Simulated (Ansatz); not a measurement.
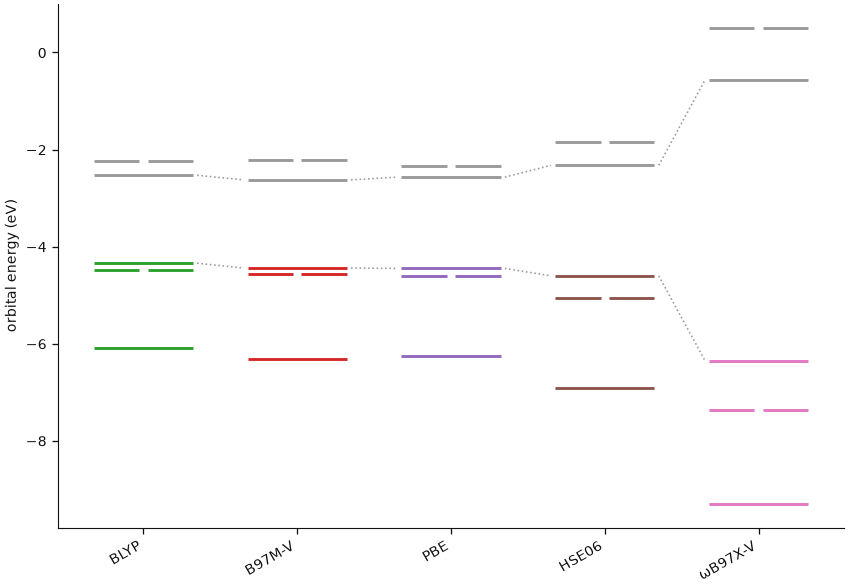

Frontier orbital energies of Mo₂, singlet at one geometry, def2-TZVPP, the Ansatz code 0.2.0, at a PBE0-D4/def2-TZVP geometry (a minimum by its frequencies). Empty levels are grey, levels within 0.1 eV stand side by side; all columns show the same few orbitals around the gap. Dotted lines join the HOMOs and the LUMOs.

How do the frontier levels move from column to column?

Answer. The separation grows from 1.81 eV (BLYP) to 5.78 eV (ωB97X-V).

| level | HOMO (eV) | LUMO (eV) | separation (eV) |
| --- | --- | --- | --- |
| BLYP | −4.34 | −2.53 | 1.81 |
| B97M-V | −4.44 | −2.63 | 1.82 |
| PBE | −4.45 | −2.57 | 1.88 |
| HSE06 | −4.60 | −2.33 | 2.28 |
| ωB97X-V | −6.35 | −0.57 | 5.78 |

Limits of at least one run: core potentials past krypton; empty levels above zero depend strongly on the basis.
